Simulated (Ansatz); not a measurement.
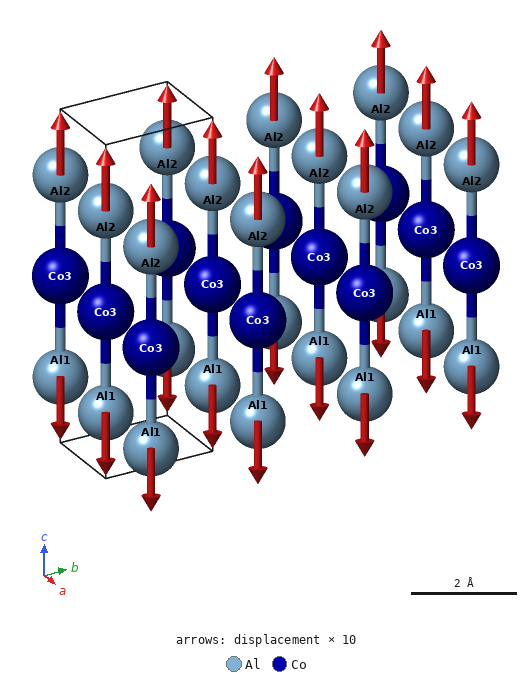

A relaxation of a crystal of Al2Co (a generated structure, set up in P6/mmm) (coarse preliminary run). The starting structure is drawn; red arrows show the displacements (the part carried along by the change of the cell is left out), magnified 10 times.

A ball-and-stick model of the cell of the calculation, repeated 2 × 3 × 1 with one cell outlined, seen slightly off an axis.

All numbers below come from DFT PBE, scalar-relativistic, plane waves, PAW in Ansatz. Set-up: plane-wave cutoff 420 eV; k-point mesh 6 × 6 × 4; occupations gaussian; smearing width 0.1 eV; collinear spin; cell and atoms relaxed; force threshold 0.04 eV/Å; at most 70 steps.

Which element moves most?

Answer. Aluminium: up to 0.12 Å, against 0.00 Å for cobalt.

What did the optimiser do to the structure, and how much energy did it gain?

Answer. The largest moves relative to the cell, 0.12 Å, are those of Al1 and Al2. Al2 goes along +c. Co stays in place. The drawn cell changes as follows: a = b 2.999 → 2.646 Å (−11.8 %), c 6.600 → 7.801 Å (+18.2 %); the volume changes by −8.0 %. Near-neighbour distances that change, for instance: Al1–Co3 1.998 → 2.486 Å, Co3–Co3 2.999 → 2.646 Å, Al1–Al1 2.999 → 2.646 Å, Al1–Al2 2.605 → 2.829 Å. The space group stays P6/mmm (No. 191). After 8 accepted moves (10 points after the start) the energy has fallen by 558 meV per atom. The largest force component goes from 3.5 to 0.0013 eV/Å. The pressure goes from 6.89 to 0.00 GPa. The SCF was repeated twice at an unchanged geometry on a basis and grid sized afresh for the cell, which shifted the energy by 8.1 meV per atom at most.
